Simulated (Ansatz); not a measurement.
## BSiNH$_{5}$F: molecular dynamics (part 2 of 2)

BSiNH$_{5}$F, SMILES NB(F)[SiH3]; RKS PBE-d4/def2-SVP (Ansatz 0.2.0). The geometry comes from this level: PBE0-D4/def2-TZVP.

Geometry of the input (Å):
```
N  0.5737  1.4863  -0.4375
B  0.6252  0.0964  -0.4694
F  1.5928  -0.4763  -1.2046
Si -0.6931  -1.0740  0.5385
H  1.2281  2.0654  -0.9404
H  -0.1158  1.9948  0.0863
H  -1.4685  -1.9350  -0.3970
H  0.0083  -1.9657  1.5029
H  -1.6622  -0.2381  1.3042
```

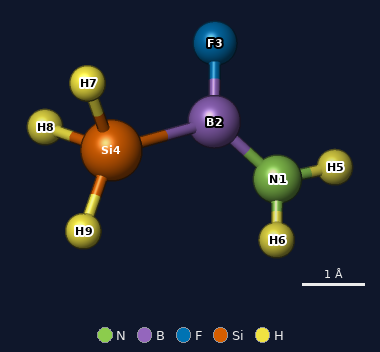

Fig. 1: The geometry at step 29 of the log (ball-and-stick view, seen at a tilt; atoms are numbered from 1 in the order of the input).

### Trajectory as extended XYZ, continued
```
9
Properties=species:S:1:pos:R:3:forces:R:3 step=5 time_fs=2.5 energy=-12828.67744 temperature=566.4
N     0.5770    1.5030   -0.4369   -1.2853  -0.9683   1.0347
B     0.6127    0.1041   -0.4618    0.5964  -0.1604  -0.4799
F     1.5981   -0.4932   -1.2056   -0.4152   0.1919   0.2625
Si   -0.6961   -1.0669    0.5311    0.2707   0.8390   0.9058
H     1.2078    2.0577   -0.9655    0.8212   0.9818  -0.6178
H    -0.1372    1.9691    0.1351    0.3579   0.1635  -0.3370
H    -1.3498   -2.0121   -0.3296   -0.8849  -0.6766  -0.9606
H     0.0241   -1.9834    1.4338    0.4370  -0.2594   0.5181
H    -1.6817   -0.3040    1.4163    0.1023  -0.1115  -0.3259
9
Properties=species:S:1:pos:R:3:forces:R:3 step=7 time_fs=3.5 energy=-12828.64117 temperature=525.9
N     0.5769    1.5085   -0.4356   -0.8426  -0.5489   0.6642
B     0.6083    0.1069   -0.4594    0.8584  -0.1299  -0.6923
F     1.6000   -0.4999   -1.2058   -0.6716   0.3462   0.4372
Si   -0.6972   -1.0636    0.5286    0.1620   0.6470   1.1142
H     1.2145    2.0711   -0.9868    0.1477   0.4442  -0.0345
H    -0.1428    1.9624    0.1515    0.5716   0.1475  -0.5362
H    -1.3153   -2.0531   -0.3167   -0.8917  -0.5654  -0.9375
H     0.0369   -1.9950    1.4141    0.4442  -0.1519   0.5012
H    -1.6890   -0.3313    1.4574    0.2220  -0.1889  -0.5163
9
Properties=species:S:1:pos:R:3:forces:R:3 step=10 time_fs=5.0 energy=-12828.56812 temperature=445.4
N     0.5758    1.5162   -0.4329    0.1005  -0.0659  -0.1689
B     0.6033    0.1109   -0.4568    1.1623  -0.0795  -0.9442
F     1.6022   -0.5096   -1.2057   -0.9792   0.5459   0.6431
Si   -0.6986   -1.0584    0.5256   -0.0359  -0.1624   1.1459
H     1.2251    2.0974   -1.0175   -0.7754  -0.3665   0.8204
H    -0.1410    1.9552    0.1665    0.5335   0.2842  -0.5434
H    -1.2790   -2.1236   -0.3134   -0.6697  -0.0369  -0.5862
H     0.0639   -2.0145    1.3933    0.3353   0.1117   0.3532
H    -1.6957   -0.3757    1.5095    0.3284  -0.2306  -0.7200
9
Properties=species:S:1:pos:R:3:forces:R:3 step=12 time_fs=6.0 energy=-12828.51125 temperature=383.0
N     0.5751    1.5213   -0.4311    0.5852  -0.0830  -0.6108
B     0.6013    0.1135   -0.4562    1.2879  -0.0429  -1.0521
F     1.6030   -0.5157   -1.2053   -1.1297   0.6581   0.7406
Si   -0.6996   -1.0549    0.5240   -0.1006  -0.8555   1.0551
H     1.2242    2.1117   -1.0293   -1.0268  -0.6307   1.0873
H    -0.1334    1.9537    0.1700    0.3044   0.4441  -0.3717
H    -1.2631   -2.1718   -0.3187   -0.4753   0.4085  -0.2803
H     0.0861   -2.0266    1.3838    0.2150   0.3077   0.2161
H    -1.6964   -0.4080    1.5358    0.3398  -0.2064  -0.7842
9
Properties=species:S:1:pos:R:3:forces:R:3 step=14 time_fs=7.0 energy=-12828.46630 temperature=333.5
N     0.5748    1.5262   -0.4298    0.8176  -0.3598  -0.8256
B     0.6003    0.1161   -0.4565    1.3411  -0.0082  -1.1028
F     1.6033   -0.5214   -1.2045   -1.2350   0.7534   0.8051
Si   -0.7006   -1.0517    0.5228   -0.0727  -1.5112   0.9208
H     1.2137    2.1201   -1.0309   -0.9398  -0.6171   1.0458
H    -0.1229    1.9563    0.1700    0.0085   0.5953  -0.1346
H    -1.2518   -2.2162   -0.3268   -0.3057   0.8099  -0.0076
H     0.1103   -2.0357    1.3764    0.0866   0.4822   0.0828
H    -1.6938   -0.4423    1.5547    0.2996  -0.1444  -0.7838
9
Properties=species:S:1:pos:R:3:forces:R:3 step=17 time_fs=8.5 energy=-12828.42420 temperature=286.7
N     0.5753    1.5331   -0.4288    0.4629  -1.0910  -0.4905
B     0.6012    0.1199   -0.4587    1.2798   0.0283  -1.0671
F     1.6025   -0.5293   -1.2025   -1.3071   0.8621   0.8397
Si   -0.7022   -1.0479    0.5216    0.1402  -2.2617   0.6544
H     1.1825    2.1228   -1.0159   -0.2114  -0.0699   0.4022
H    -0.1076    1.9712    0.1681   -0.2933   0.6425   0.1143
H    -1.2400   -2.2673   -0.3384   -0.1343   1.2235   0.2731
H     0.1479   -2.0404    1.3664   -0.0788   0.6592  -0.0681
H    -1.6850   -0.4960    1.5693    0.1421   0.0070  -0.6578
9
Properties=species:S:1:pos:R:3:forces:R:3 step=19 time_fs=9.5 energy=-12828.39458 temperature=254.3
N     0.5760    1.5368   -0.4286   -0.2123  -1.5984   0.1538
B     0.6032    0.1224   -0.4614    1.1510   0.0355  -0.9748
F     1.6011   -0.5341   -1.2006   -1.2980   0.9088   0.8219
Si   -0.7032   -1.0463    0.5211    0.3706  -2.5678   0.4312
H     1.1581    2.1230   -1.0001    0.5190   0.5359  -0.2842
H    -0.1005    1.9887    0.1679   -0.2824   0.4848   0.1012
H    -1.2340   -2.2873   -0.3433   -0.0738   1.3587   0.3698
H     0.1722   -2.0358    1.3592   -0.1537   0.7078  -0.1223
H    -1.6771   -0.5319    1.5709   -0.0204   0.1347  -0.4965
9
Properties=species:S:1:pos:R:3:forces:R:3 step=21 time_fs=10.5 energy=-12828.37005 temperature=228.0
N     0.5767    1.5394   -0.4283   -0.8590  -1.8111   0.7735
B     0.6062    0.1250   -0.4650    0.9621   0.0239  -0.8375
F     1.5991   -0.5384   -1.1984   -1.2440   0.9327   0.7721
Si   -0.7040   -1.0456    0.5208    0.6410  -2.7096   0.1828
H     1.1386    2.1282   -0.9870    1.0915   1.0041  -0.8326
H    -0.0961    2.0108    0.1686   -0.1354   0.2045  -0.0306
H    -1.2287   -2.2944   -0.3446   -0.0505   1.3857   0.3990
H     0.1951   -2.0245    1.3508   -0.1933   0.6997  -0.1359
H    -1.6695   -0.5666    1.5679   -0.2124   0.2700  -0.2909
9
Properties=species:S:1:pos:R:3:forces:R:3 step=24 time_fs=12.0 energy=-12828.40469 temperature=266.1
N     0.5765    1.5411   -0.4268   -0.8868  -1.0123   0.7779
B     0.6123    0.1290   -0.4717    0.5892  -0.0248  -0.5687
F     1.5950   -0.5439   -1.1942   -1.0829   0.9223   0.6417
Si   -0.7049   -1.0463    0.5203    1.0432  -2.5917  -0.1580
H     1.1288    2.1535   -0.9820    0.9814   0.7035  -0.7035
H    -0.0912    2.0466    0.1685    0.1123  -0.2604  -0.2530
H    -1.2217   -2.2805   -0.3397   -0.0823   1.2235   0.3164
H     0.2260   -1.9953    1.3359   -0.1821   0.5876  -0.0824
H    -1.6625   -0.6134    1.5587   -0.4920   0.4524   0.0297
9
Properties=species:S:1:pos:R:3:forces:R:3 step=26 time_fs=13.0 energy=-12828.45064 temperature=316.5
N     0.5756    1.5413   -0.4251   -0.3221   0.0113   0.2094
B     0.6170    0.1316   -0.4769    0.2966  -0.0571  -0.3607
F     1.5915   -0.5470   -1.1910   -0.9278   0.8840   0.5225
Si   -0.7050   -1.0478    0.5200    1.2505  -2.2709  -0.2816
H     1.1342    2.1794   -0.9874    0.4220  -0.0421  -0.1315
H    -0.0870    2.0681    0.1658    0.1758  -0.4857  -0.3109
H    -1.2180   -2.2564   -0.3325   -0.1518   0.9705   0.1682
H     0.2444   -1.9686    1.3249   -0.1287   0.4545  -0.0026
H    -1.6633   -0.6395    1.5525   -0.6145   0.5356   0.1871
9
Properties=species:S:1:pos:R:3:forces:R:3 step=29 time_fs=14.5 energy=-12828.47026 temperature=339.0
N     0.5740    1.5417   -0.4225    0.6307   1.1799  -0.7133
B     0.6246    0.1354   -0.4851   -0.1869  -0.0497  -0.0213
F     1.5854   -0.5509   -1.1858   -0.6376   0.7826   0.3070
Si   -0.7044   -1.0516    0.5193    1.4000  -1.4286  -0.1832
H     1.1484    2.2153   -0.9962   -0.3057  -1.0273   0.6030
H    -0.0778    2.0913    0.1563    0.0486  -0.5975  -0.1986
H    -1.2155   -2.2039   -0.3194   -0.3360   0.3707  -0.2033
H     0.2700   -1.9208    1.3087    0.0036   0.1936   0.1624
H    -1.6756   -0.6689    1.5467   -0.6166   0.5763   0.2472
9
Properties=species:S:1:pos:R:3:forces:R:3 step=31 time_fs=15.5 energy=-12828.45939 temperature=327.8
N     0.5733    1.5429   -0.4213    1.0903   1.4055  -1.1265
B     0.6295    0.1379   -0.4907   -0.5288   0.0094   0.2168
F     1.5809   -0.5529   -1.1821   -0.4159   0.6911   0.1470
Si   -0.7034   -1.0548    0.5187    1.3907  -0.7009   0.0769
H     1.1552    2.2283   -0.9959   -0.4918  -1.3020   0.7815
H    -0.0709    2.0998    0.1474   -0.1598  -0.5260  -0.0143
H    -1.2176   -2.1636   -0.3126   -0.5003  -0.1299  -0.5245
H     0.2870   -1.8863    1.2996    0.1030   0.0037   0.2803
H    -1.6911   -0.6817    1.5457   -0.4873   0.5490   0.1628
9
Properties=species:S:1:pos:R:3:forces:R:3 step=33 time_fs=16.5 energy=-12828.45018 temperature=318.2
N     0.5735    1.5451   -0.4208    1.3177   1.1980  -1.2983
B     0.6339    0.1404   -0.4961   -0.8747   0.1044   0.4566
F     1.5762   -0.5546   -1.1783   -0.1825   0.5872  -0.0178
Si   -0.7019   -1.0582    0.5182    1.3106   0.0194   0.4147
H     1.1574    2.2290   -0.9883   -0.4130  -1.2269   0.6917
H    -0.0656    2.1033    0.1385   -0.3996  -0.3912   0.1960
H    -1.2245   -2.1246   -0.3108   -0.6589  -0.6085  -0.8342
H     0.3049   -1.8517    1.2931    0.1821  -0.1732   0.3798
H    -1.7113   -0.6892    1.5462   -0.2818   0.4907   0.0115
9
Properties=species:S:1:pos:R:3:forces:R:3 step=36 time_fs=18.0 energy=-12828.45474 temperature=323.8
N     0.5753    1.5498   -0.4218    1.0254   0.2971  -0.9594
B     0.6390    0.1443   -0.5034   -1.3606   0.2660   0.7914
F     1.5690   -0.5566   -1.1726    0.1602   0.4256  -0.2533
Si   -0.6989   -1.0632    0.5177    1.0661   0.7327   0.7963
H     1.1546    2.2096   -0.9656    0.1856  -0.4838   0.0988
H    -0.0652    2.1018    0.1289   -0.6121  -0.2418   0.3784
H    -1.2469   -2.0777   -0.3236   -0.7467  -1.0029  -1.0536
H     0.3352   -1.8033    1.2904    0.2040  -0.3695   0.4483
H    -1.7459   -0.6920    1.5466    0.0782   0.3765  -0.2469
9
Properties=species:S:1:pos:R:3:forces:R:3 step=38 time_fs=19.0 energy=-12828.46081 temperature=331.0
N     0.5774    1.5532   -0.4232    0.3986  -0.4515  -0.3682
B     0.6409    0.1472   -0.5074   -1.6259   0.3468   0.9725
F     1.5643   -0.5577   -1.1690    0.3601   0.3275  -0.3863
Si   -0.6964   -1.0663    0.5177    0.8188   0.8232   0.8218
H     1.1541    2.1899   -0.9484    0.7937   0.2842  -0.4701
H    -0.0719    2.0978    0.1268   -0.5462  -0.2531   0.3210
H    -1.2707   -2.0579   -0.3445   -0.6278  -0.9383  -0.9257
H     0.3577   -1.7752    1.2939    0.1312  -0.4385   0.4232
H    -1.7686   -0.6891    1.5443    0.2974   0.2997  -0.3881
9
Properties=species:S:1:pos:R:3:forces:R:3 step=40 time_fs=20.0 energy=-12828.46670 temperature=338.4
N     0.5799    1.5564   -0.4250   -0.2616  -0.9636   0.2085
B     0.6414    0.1505   -0.5105   -1.8139   0.3765   1.0994
F     1.5597   -0.5586   -1.1656    0.5183   0.2488  -0.4879
Si   -0.6936   -1.0691    0.5180    0.5335   0.6541   0.6572
H     1.1611    2.1727   -0.9357    1.2547   0.9022  -0.8778
H    -0.0838    2.0912    0.1277   -0.3224  -0.3254   0.1350
H    -1.3004   -2.0470   -0.3740   -0.3729  -0.6631  -0.5993
H     0.3816   -1.7512    1.3014   -0.0063  -0.4609   0.3457
H    -1.7885   -0.6834    1.5383    0.4707   0.2315  -0.4808
9
Properties=species:S:1:pos:R:3:forces:R:3 step=43 time_fs=21.5 energy=-12828.49690 temperature=372.2
N     0.5831    1.5599   -0.4273   -0.4044  -0.7164   0.2968
B     0.6390    0.1559   -0.5134   -1.9121   0.2961   1.1638
F     1.5534   -0.5597   -1.1609    0.6523   0.1861  -0.5661
Si   -0.6891   -1.0730    0.5188    0.1516   0.2076   0.2247
H     1.1936    2.1630   -0.9318    0.9547   0.8174  -0.6152
H    -0.1066    2.0754    0.1307    0.1017  -0.3812  -0.1985
H    -1.3507   -2.0413   -0.4279    0.1193  -0.1291   0.0386
H     0.4167   -1.7234    1.3185   -0.2804  -0.4361   0.1695
H    -1.8096   -0.6709    1.5206    0.6173   0.1556  -0.5137
9
Properties=species:S:1:pos:R:3:forces:R:3 step=45 time_fs=22.5 energy=-12828.50048 temperature=376.6
N     0.5850    1.5616   -0.4286    0.1079  -0.1196  -0.1266
B     0.6354    0.1599   -0.5140   -1.8473   0.1639   1.1210
F     1.5496   -0.5604   -1.1581    0.6658   0.1879  -0.5655
Si   -0.6860   -1.0754    0.5195   -0.0093  -0.0596  -0.0779
H     1.2273    2.1665   -0.9370    0.1968   0.2422  -0.0150
H    -0.1211    2.0604    0.1308    0.2970  -0.3043  -0.3357
H    -1.3835   -2.0397   -0.4643    0.4215   0.1643   0.4215
H     0.4371   -1.7101    1.3321   -0.4638  -0.4026   0.0430
H    -1.8164   -0.6605    1.5027    0.6314   0.1279  -0.4647
9
Properties=species:S:1:pos:R:3:forces:R:3 step=48 time_fs=24.0 energy=-12828.44038 temperature=312.2
N     0.5880    1.5641   -0.4308    1.0007   0.4942  -0.7936
B     0.6268    0.1661   -0.5131   -1.5793  -0.1127   0.9520
F     1.5445   -0.5611   -1.1545    0.5825   0.2520  -0.4949
Si   -0.6814   -1.0792    0.5204   -0.0820  -0.3139  -0.4770
H     1.2790    2.1746   -0.9435   -0.8599  -0.5038   0.7366
H    -0.1376    2.0330    0.1250    0.3419  -0.0129  -0.3326
H    -1.4245   -2.0340   -0.5106    0.7494   0.4246   0.8207
H     0.4591   -1.6972    1.3531   -0.6788  -0.3557  -0.1178
H    -1.8156   -0.6427    1.4678    0.5255   0.1281  -0.2935
9
Properties=species:S:1:pos:R:3:forces:R:3 step=50 time_fs=25.0 energy=-12828.40176 temperature=270.8
N     0.5908    1.5661   -0.4329    1.3548   0.5159  -1.0282
B     0.6193    0.1702   -0.5114   -1.3173  -0.3221   0.7934
F     1.5415   -0.5615   -1.1524    0.4748   0.3253  -0.4138
Si   -0.6784   -1.0818    0.5208   -0.0362  -0.3890  -0.7044
H     1.3048    2.1750   -0.9400   -1.1997  -0.6796   0.9270
H    -0.1445    2.0141    0.1171    0.2318   0.2426  -0.2208
H    -1.4434   -2.0254   -0.5321    0.8757   0.4850   0.9631
H     0.4659   -1.6929    1.3660   -0.7615  -0.3364  -0.1906
H    -1.8087   -0.6292    1.4407    0.3776   0.1583  -0.1258
```
